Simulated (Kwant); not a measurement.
Device: Aharonov-Bohm ring in a In0.53Ga0.47As two-dimensional gas. Effective mass 0.041 mₑ, grid spacing 12 nm, hard walls, nominal width 150 nm (13 grid rows, so walls 168 nm apart), one parabolic valley, scattering region 850 nm long along x; energies count from the band bottom; Fermi energy 0.00284 eV. Ring of mean radius 200 nm, arms as wide as the leads. Perpendicular field swept from 0 to 0.099 T, none in the leads; orbital effect alone.

The device is made up for the run: typed textbook-type constants, with dimensions and the other settings drawn at random.

Computed with Kwant: effective-mass tight-binding model on a square grid, one spin, coherent transport at 0 K. Conductance is in e²/h.

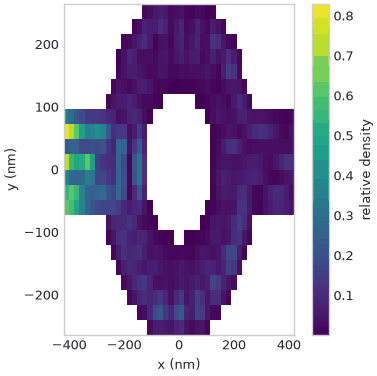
Density of the scattering states that come in from the left lead, at field = 0.074528 T, in bins, relative to the largest site value

The conductance there is 0.62 e²/h with 3 open channel(s) in the leads.
